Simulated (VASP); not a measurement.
Band structure of PtS$_{2}$ (1T layered). Level of theory: PBE GGA with D3 dispersion (Becke-Johnson damping), VASP's PBE PAW potentials (set 64) (plane waves; VASP).

Unless said otherwise, spin-orbit coupling is left out, though it shifts the bands of the heavy elements here.

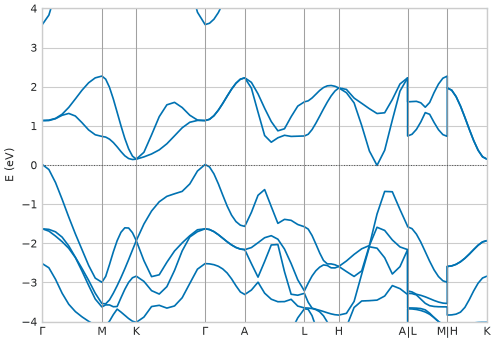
Figure: Bands along high-symmetry lines, zero at the valence-band maximum or, without a gap, the Fermi level

### Question
Read the plot: is there a gap, and where are the band edges?

### Answer
It has no gap at this level: it comes out as a metal or semimetal. (Edges off the drawn lines would not show.)

The compound is PtS2 in the 1T layered structure. It was relaxed first, which changed the volume by -5 %.
